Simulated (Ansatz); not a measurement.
A computed series for InP: response to strain

The reference is InP in the zinc blende structure (space group F-43m, No. 216; a = 5.9594 Å).

Strains are applied to the cell and any free atomic positions relax.

All numbers come from PBE (Ansatz, an electronic-structure program, PAW, no spin-orbit coupling).

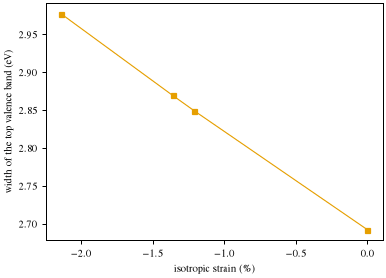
Figure: Width of the top valence band against isotropic strain

| isotropic strain (%) | width of the top valence band |
|---|---|
| -2.14 | 2.98 eV |
| -1.36 | 2.87 eV |
| -1.21 | 2.85 eV |

The levels and masses belong to the bands next to the band gap. Whether these cells are dynamically stable was not tested.
